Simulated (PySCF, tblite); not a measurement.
# C₃H₅F₃Si: geometry, infrared bands and NMR shifts

What infrared bands and NMR shifts should C₃H₅F₃Si (`F/C=C(\F)[C@H](F)[SiH3]`) show?

The runs use tblite 0.8.0 and PySCF 2.14.0, with density-fitted response routines of our own; the level of theory stands in each step. All values are computed, except where a source is named. Atoms are numbered from 0 throughout.

**1. The molecule as given**

12 atoms, charge 0, multiplicity 1; geometry from: force field or distance geometry start.

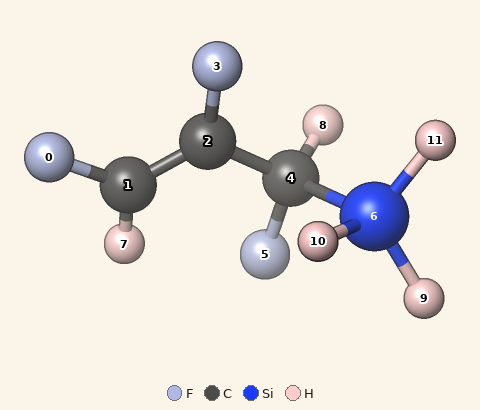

The starting geometry (fluorine light blue, carbon dark grey, silicon blue, hydrogen pink), atoms numbered.

**2. Optimising the geometry with GFN2-xTB**

What the job is given:

```
{"job": {"kind": "relax", "xc": "GFN2-xTB", "basis": "xTB"}, "charge": 0, "multiplicity": 1}
F      2.814500     1.475900    -0.154900
C      1.824500     0.597500    -0.467900
C      0.953800     0.129900     0.422700
F      0.949100     0.537300     1.727900
C     -0.096200    -0.855200    -0.044800
F      0.090300    -1.097300    -1.393000
Si    -1.765000    -0.014300     0.165100
H      1.783200     0.249200    -1.481300
H     -0.080200    -1.757200     0.566100
H     -2.679900    -0.389200    -0.910000
H     -1.494600     1.432200     0.045900
H     -2.298200    -0.309400     1.498100
```

On the command line:

```console
OMP_NUM_THREADS=1 python probes_run.py task.json out
```

The driver reads the jobs from task.json and runs them one after another.

Log:

```text
step      E/eV     max force
  0    -676.24373    1.792
  1    -676.33718    1.000
  2    -676.40457    0.500
  3    -676.42988    0.558
  4    -676.44960    0.364
  5    -676.45850    0.258
  6    -676.46473    0.226
  7    -676.47095    0.192
  8    -676.47787    0.219
  9    -676.48393    0.203
 10    -676.48928    0.184
 11    -676.49348    0.172
 12    -676.49636    0.132
 13    -676.49799    0.105
 14    -676.49898    0.082
 15    -676.49995    0.110
 16    -676.50085    0.102
 17    -676.50150    0.076
 18    -676.50200    0.068
 19    -676.50246    0.079
 20    -676.50285    0.064
 21    -676.50309    0.039
 22    -676.50323    0.031
 23    -676.50338    0.049
 24    -676.50363    0.066
 25    -676.50398    0.086
 26    -676.50436    0.073
 27    -676.50475    0.055
 28    -676.50518    0.072
 29    -676.50572    0.075
 30    -676.50626    0.084
 31    -676.50664    0.052
 32    -676.50688    0.040
 33    -676.50709    0.038
 34    -676.50736    0.062
 35    -676.50770    0.067
 36    -676.50809    0.061
 37    -676.50856    0.076
 38    -676.50921    0.079
 39    -676.51007    0.096
 40    -676.51089    0.093
 41    -676.51151    0.068
 42    -676.51207    0.069
 43    -676.51258    0.062
 44    -676.51311    0.070
 45    -676.51379    0.076
 46    -676.51450    0.075
 47    -676.51514    0.055
 48    -676.51568    0.056
 49    -676.51629    0.062
 50    -676.51681    0.052
 51    -676.51762    0.048
 52    -676.51835    0.062
 53    -676.51910    0.061
 54    -676.51994    0.096
 55    -676.52066    0.084
 56    -676.52145    0.064
 57    -676.52173    0.062
 58    -676.52269    0.088
 59    -676.52328    0.092
 60    -676.52434    0.075
 61    -676.52497    0.060
 62    -676.52538    0.045
 63    -676.52559    0.033
 64    -676.52582    0.043
 65    -676.52610    0.044
 66    -676.52635    0.033
 67    -676.52650    0.036
 68    -676.52660    0.033
 69    -676.52668    0.025
 70    -676.52677    0.017
 71    -676.52683    0.023
 72    -676.52689    0.023
 73    -676.52695    0.018
 74    -676.52703    0.018
 75    -676.52711    0.019
 76    -676.52718    0.018
 77    -676.52722    0.020
 78    -676.52728    0.020
 79    -676.52736    0.022
 80    -676.52750    0.027
 81    -676.52764    0.023
 82    -676.52774    0.029
 83    -676.52783    0.031
 84    -676.52793    0.031
 85    -676.52809    0.032
 86    -676.52835    0.051
 87    -676.52871    0.060
 88    -676.52904    0.046
 89    -676.52926    0.037
 90    -676.52940    0.044
 91    -676.52963    0.046
 92    -676.52997    0.055
 93    -676.53035    0.053
 94    -676.53058    0.040
 95    -676.53062    0.038
 96    -676.53074    0.012
 97    -676.53075    0.011
 98    -676.53079    0.009
```

Wall time 0.8 s (1 thread of Arm Neoverse N1, shared host); peak memory 0.18 GiB.

Along the way: (not every step is listed)

| step | energy from step 0 (eV) | largest force (eV/Å) |
| --- | --- | --- |
| 0 | 0.0000 | 1.7922 |
| 1 | -0.0934 | 0.9997 |
| 2 | -0.1608 | 0.5001 |
| 3 | -0.1861 | 0.5583 |
| 4 | -0.2059 | 0.3640 |
| 5 | -0.2148 | 0.2578 |
| 6 | -0.2210 | 0.2259 |
| 7 | -0.2272 | 0.1917 |
| 8 | -0.2341 | 0.2187 |
| 16 | -0.2571 | 0.1021 |
| 24 | -0.2599 | 0.0664 |
| 32 | -0.2631 | 0.0397 |
| 40 | -0.2672 | 0.0932 |
| 48 | -0.2719 | 0.0564 |
| 56 | -0.2777 | 0.0639 |
| 64 | -0.2821 | 0.0429 |
| 72 | -0.2832 | 0.0235 |
| 80 | -0.2838 | 0.0269 |
| 88 | -0.2853 | 0.0463 |
| 93 | -0.2866 | 0.0531 |
| 94 | -0.2868 | 0.0398 |
| 95 | -0.2869 | 0.0379 |
| 96 | -0.2870 | 0.0121 |
| 97 | -0.2870 | 0.0110 |
| 98 | -0.2871 | 0.0092 |

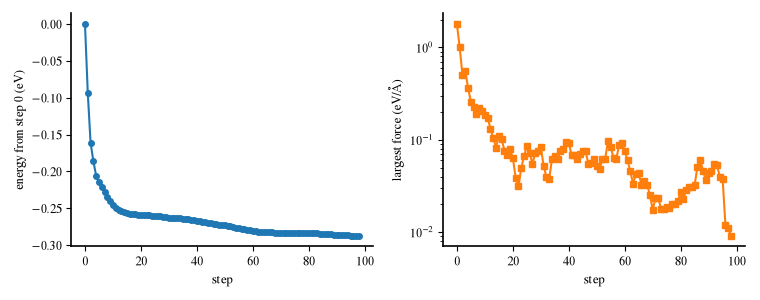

Energy and largest force along the relaxation.

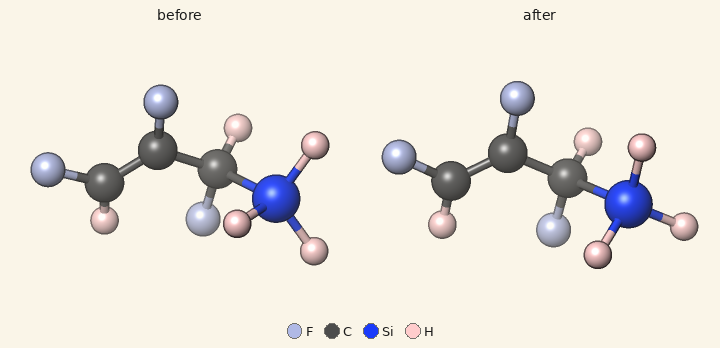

The geometry before (left) and after (right).

Distances of close pairs at the start and the end, largest changes first:

| bond | before (Å) | after (Å) | change (Å) |
| --- | --- | --- | --- |
| C4–Si6 | 1.880 | 1.943 | +0.063 |
| C2–C4 | 1.514 | 1.486 | -0.027 |
| F0–C1 | 1.360 | 1.340 | -0.020 |
| C2–F3 | 1.367 | 1.350 | -0.017 |
| Si6–H10 | 1.476 | 1.460 | -0.017 |
| Si6–H11 | 1.466 | 1.458 | -0.007 |
| C4–H8 | 1.090 | 1.097 | +0.007 |
| C1–C2 | 1.330 | 1.325 | -0.006 |

The final coordinates are the input of the step that follows.

**3. Vibrational analysis with GFN2-xTB**

What the job is given:

```
{"job": {"kind": "ir", "xc": "GFN2-xTB", "basis": "xTB"}, "charge": 0, "multiplicity": 1}
F      2.886499     1.389023     0.157145
C      1.909878     0.634491    -0.364767
C      0.993328     0.023124     0.371078
F      0.974009     0.127304     1.717004
C     -0.139546    -0.787597    -0.147563
F      0.015604    -0.985156    -1.506056
Si    -1.851247     0.074311     0.172379
H      1.943697     0.564227    -1.439828
H     -0.110988    -1.782780     0.312332
H     -2.847810    -0.841418    -0.373800
H     -1.807357     1.347005    -0.541231
H     -1.964869     0.236780     1.617281
```

Log:

```text
mode    cm-1     km/mol
  1      46.0      3.78
  2      94.2      0.06
  3     115.9      4.65
  4     169.1      3.66
  5     220.8      9.48
  6     261.0      5.63
  7     301.4      3.36
  8     443.9      0.93
  9     487.2     22.48
 10     496.7     23.50
 11     561.2     60.19
 12     649.4     10.96
 13     703.6     19.44
 14     746.9    188.09
 15     753.7    158.20
 16     767.8     18.17
 17     772.7    356.67
 18     900.7     35.84
 19    1047.7     77.96
 20    1112.0    193.61
 21    1137.8      1.77
 22    1181.8     99.52
 23    1238.4     24.37
 24    1285.0     24.69
 25    1737.2     38.67
 26    2311.6     79.17
 27    2319.0    337.79
 28    2329.3    294.15
 29    2902.1     27.67
 30    3112.7     14.21
```

It took 0.48 s on 1 thread of Arm Neoverse N1, shared host; peak memory 0.18 GiB.

Which atoms move in the most intense modes:

| cm⁻¹ | km/mol | atoms |
| --- | --- | --- |
| 747 | 188.1 | H11 57 %, H9 28 % |
| 754 | 158.2 | H10 51 %, H9 30 %, H11 14 % |
| 773 | 356.7 | H9 30 %, H10 28 %, H11 24 % |
| 1112 | 193.6 | C1 34 %, F0 27 %, H7 13 %, C2 10 % |
| 1182 | 99.5 | C2 42 %, H8 22 %, C4 11 % |
| 2312 | 79.2 | H10 62 %, H9 30 % |
| 2319 | 337.8 | H9 63 %, H10 33 % |
| 2329 | 294.1 | H11 90 % |

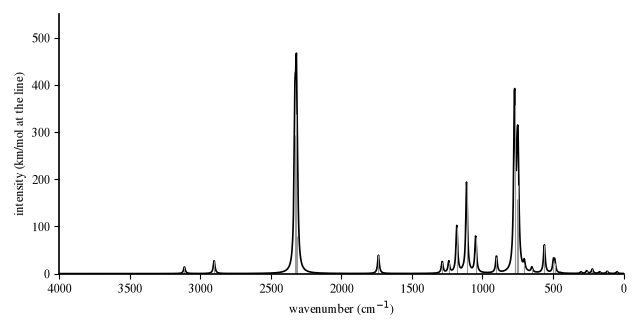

The infrared spectrum from these modes, unscaled. Lines are broadened to a width of 14 cm⁻¹ (Lorentzian).

**4. Nuclear shieldings: PBE0/pcSseg-1**

Same as in step 3 but for these lines:

```diff
@@ -1,2 +1,2 @@
-{"job": {"kind": "ir", "xc": "GFN2-xTB", "basis": "xTB"}, "charge": 0, "multiplicity": 1}
+{"job": {"kind": "nmr", "xc": "PBE0", "basis": "pcSseg-1"}, "charge": 0, "multiplicity": 1}
 F      2.886499     1.389023     0.157145
```

Level: GIAO PBE0/pcSseg-1 NMR shielding, non-relativistic, gas phase.

Log:

```text
coarse grid: 11240 points
cycle   1  E = -705.5617137283  dE =  7.865e-01  |g| = 6.653e-01  |ddm| = 3.054e+00
cycle   2  E = -705.4765223735  dE =  8.519e-02  |g| = 1.006e+00  |ddm| = 1.153e+00
cycle   3  E = -705.6297688576  dE = -1.532e-01  |g| = 7.995e-02  |ddm| = 7.708e-01
cycle   4  E = -705.6306866098  dE = -9.178e-04  |g| = 4.401e-02  |ddm| = 9.439e-02
cycle   5  E = -705.6311160845  dE = -4.295e-04  |g| = 9.666e-03  |ddm| = 4.283e-02
cycle   6  E = -705.6311347389  dE = -1.865e-05  |g| = 3.445e-03  |ddm| = 1.012e-02
cycle   7  E = -705.6311370329  dE = -2.294e-06  |g| = 7.119e-04  |ddm| = 3.167e-03
final grid: 107224 points
cycle   8  E = -705.6916082176  dE = -3.657e-05  |g| = 6.794e-03  |ddm| = 2.187e-02
cycle   9  E = -705.6915982187  dE =  9.999e-06  |g| = 1.047e-02  |ddm| = 1.237e-02
cycle  10  E = -705.6916174273  dE = -1.921e-05  |g| = 7.852e-04  |ddm| = 7.060e-03
cycle  11  E = -705.6916175334  dE = -1.061e-07  |g| = 2.715e-04  |ddm| = 8.377e-04
cycle  12  E = -705.6916175467  dE = -1.327e-08  |g| = 1.272e-04  |ddm| = 2.991e-04
cycle  13  E = -705.6916175503  dE = -3.628e-09  |g| = 2.412e-05  |ddm| = 1.186e-04
cycle  14  E = -705.6916175504  dE = -1.046e-10  |g| = 7.768e-06  |ddm| = 2.211e-05
converged SCF energy = -705.6916175504

GIAO shielding tensors (ppm)
atom      isotropic    diamagn.    paramagn.     s11        s22        s33       span
  0 F      348.404     467.229    -118.825    265.855    292.416    486.939    221.084
  1 C       45.723     252.204    -206.482    -25.973     71.862     91.278    117.251
  2 C       30.659     254.064    -223.406    -44.047     52.398     83.625    127.672
  3 F      329.855     473.762    -143.908    259.394    294.205    435.966    176.572
  4 C      101.048     245.579    -144.532     58.432     84.377    160.335    101.902
  5 F      439.741     473.662     -33.921    393.803    441.086    484.333     90.530
  6 Si     414.023     879.102    -465.079    380.344    412.591    449.136     68.792
  7 H       25.029      30.948      -5.919     21.737     23.342     30.009      8.272
  8 H       26.123      28.829      -2.706     23.797     25.915     28.656      4.859
  9 H       27.565      28.431      -0.866     24.356     25.543     32.797      8.441
 10 H       27.828      28.688      -0.861     24.776     26.501     32.206      7.430
 11 H       27.552      28.613      -1.061     23.994     26.584     32.079      8.086
```

Wall time 28 s (1 thread of Arm Neoverse N1, shared host); peak memory 0.71 GiB.

The references, computed at this level on geometries of the same kind, shield at (ppm): ¹H TMS 31.72, ¹³C TMS 186.9, ²⁹Si TMS 349.2, ¹⁹F CFCl3 170.9. Their shielding less the atom's gives the shift. The references are single molecules in the gas phase, so shifts against H2O, NH3, PH3, H3PO4 or CFCl3 are not on the usual liquid scales and can be off by tens of ppm. Atoms listed in one row are averaged.

| atoms | environment | σ (ppm) | δ (ppm) | δ scaled to CDCl3 |
| --- | --- | --- | --- | --- |
| C2 | fully substituted alkene carbon | 30.7 | 156.3 | 150.6 |
| C1 | alkene CH | 45.7 | 141.2 | 135.9 |
| C4 | allylic sp3 CH bonded to F and Si | 101.0 | 85.9 | 81.9 |
| H7 | hydrogen on an alkene CH | 25.03 | 6.69 | 6.41 |
| H8 | hydrogen on an allylic sp3 CH bonded to F and Si | 26.12 | 5.59 | 5.38 |
| H9, H10, H11 | hydrogen on a silicon bonded to C | 27.65 | 4.07 | – |
| F3 | vinylic fluorine | 329.9 | -158.9 | – |
| F0 | vinylic fluorine | 348.4 | -177.5 | – |
| F5 | fluorine on an sp3 carbon | 439.7 | -268.8 | – |
| Si6 | silicon bonded to C, 3 H | 414.0 | -64.9 | – |

The scaled column applies a straight-line fit of computed shieldings to shifts measured in CDCl3, and one for carbons that bear F (root-mean-square error 0.16 ppm for H, 1.9 ppm for C).

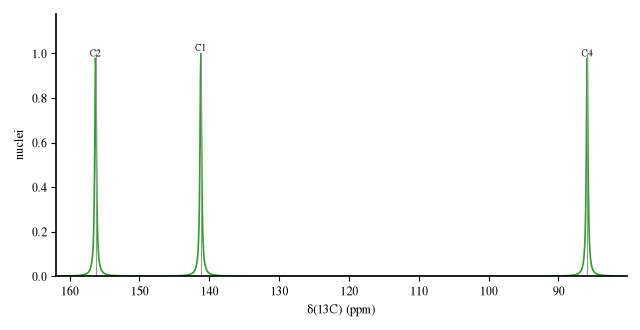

¹³C lines at the computed shifts, without couplings. Lines are broadened to a width of 0.28 ppm (Lorentzian).

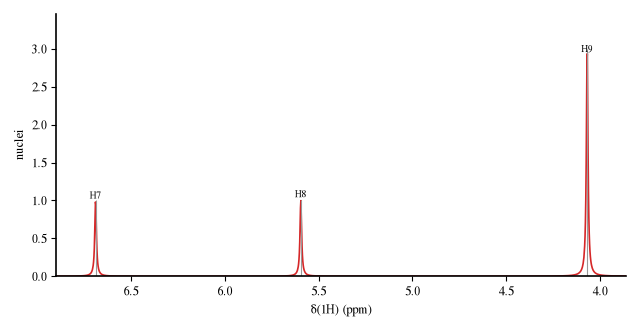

¹H lines at the computed shifts, without couplings. Lines are broadened to a width of 0.01 ppm (Lorentzian).

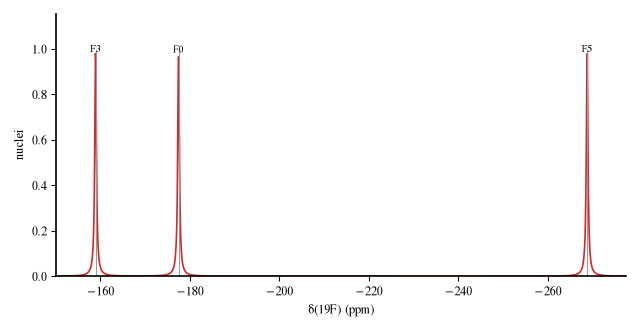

¹⁹F lines at the computed shifts, without couplings. Lines are broadened to a width of 0.44 ppm (Lorentzian).

Charges from the same density, by scheme (e):

| atoms | Mulliken | IAO | Hirshfeld | ESP fit |
| --- | --- | --- | --- | --- |
| F0 | -0.27 | -0.26 | -0.09 | -0.13 |
| C1 | 0.21 | 0.08 | 0.01 | -0.07 |
| C2 | 0.11 | 0.22 | 0.05 | 0.14 |
| F3 | -0.27 | -0.26 | -0.07 | -0.13 |
| C4 | -0.04 | -0.09 | -0.03 | -0.15 |
| F5 | -0.32 | -0.32 | -0.10 | -0.19 |
| Si6 | 0.52 | 0.60 | 0.32 | 0.41 |

IAO charges:

| atom | value (e) |
| --- | --- |
| F0 | -0.26 |
| C1 | 0.08 |
| C2 | 0.22 |
| F3 | -0.26 |
| C4 | -0.09 |
| F5 | -0.32 |
| Si6 | 0.60 |
| H7 | 0.18 |
| H8 | 0.16 |
| H9 | -0.10 |
| H10 | -0.10 |
| H11 | -0.10 |

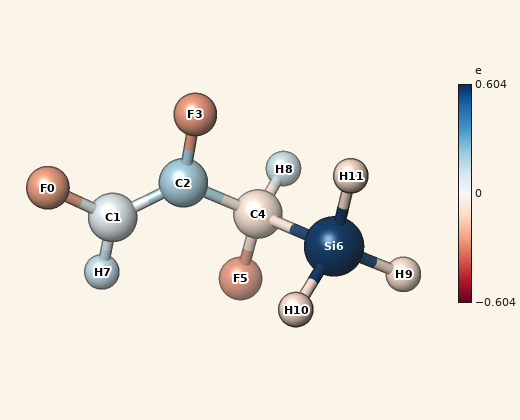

IAO charges, as colours on the atoms.

Mayer bond orders: F0–C1 0.95, C1–C2 1.77, C2–F3 0.94, C2–C4 1.00, C4–F5 0.86, C4–Si6 0.83.

**5. Outcome**

```
                                                              quantity                       value
                             strongest single infrared mode (GFN2-xTB)        773 cm⁻¹, 357 km/mol
                                          zero-point energy (GFN2-xTB)               43.2 kcal/mol
                                ¹³C shifts against TMS (PBE0/pcSseg-1)      156.3, 141.2, 85.9 ppm
¹H shifts against TMS (PBE0/pcSseg-1, means over atoms taken as alike)        6.69, 5.59, 4.07 ppm
                              ¹⁹F shifts against CFCl3 (PBE0/pcSseg-1)  -158.9, -177.5, -268.8 ppm
                               ²⁹Si shifts against TMS (PBE0/pcSseg-1)                   -64.9 ppm
```

**Reading.** The optimisation took 98 steps and gained 0.287 eV; among the close pairs (by a distance rule), C4–Si6 changed most, from 1.880 to 1.943 Å. No mode is imaginary among the 30: a minimum at this level. The strongest single mode, at 773 cm⁻¹, is spread over several atoms, H9, H10, H11 among them. GFN2-xTB is a fitted tight-binding method: band positions and strengths are rough. Its intensities can rank the bands wrongly. The most deshielded hydrogen is H7 (hydrogen on an alkene CH), at 6.69 ppm: olefinic region. At PBE0/pcSseg-1: The largest span, 221 ppm, is at F0, where the paramagnetic term is -119 ppm.
